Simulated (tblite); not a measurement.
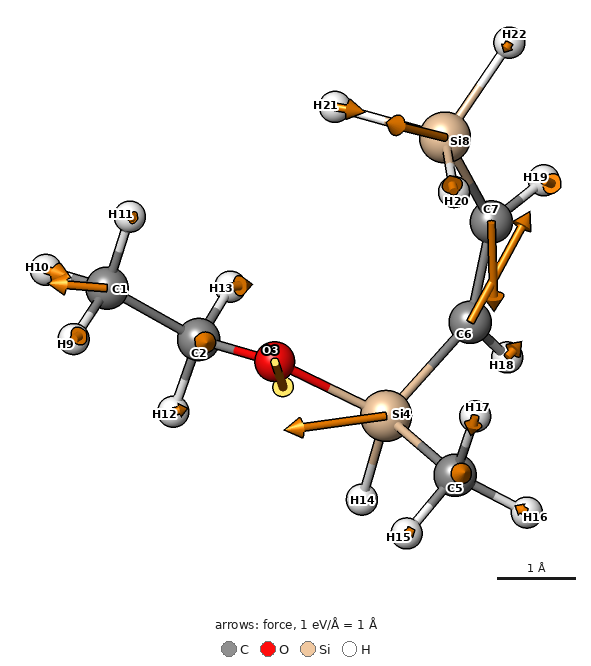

Starting geometry of C5H14OSi2 with the computed forces as orange arrows. The picture is a ball-and-stick view, seen face on.

The calculation used GFN2-xTB geometry optimisation, gas phase in tblite. 

Question: What follows when this structure is relaxed?

Answer: It isn't relaxed: the largest force vector, on C6, is 1.68 eV/Å. The final displacements have little in common with the starting forces (cosine between the two patterns 0.11). The largest move after the best rigid fit is that of H20, 1.04 Å. Largest moves by element: H 1.04 Å, Si 0.41 Å, C 0.34 Å, O 0.32 Å. Among the contacts that change: Si4–C6 1.840 → 1.893 Å, C2–O3 1.444 → 1.400 Å, O3–Si4 1.664 → 1.625 Å, C7–Si8 1.847 → 1.882 Å. Bond angles that change, for instance: C2–O3–Si4 117.9° → 128.8°, O3–Si4–C5 111.2° → 103.0°, C5–Si4–H14 108.0° → 111.7°. Groups turn about C7–Si8 by about 25°, O3–Si4 by about 20°. The energy falls by 26.5 kJ/mol in 128 geometry steps. The run took 1.9 s on 1 thread of Arm Neoverse N1, with other jobs on the host.
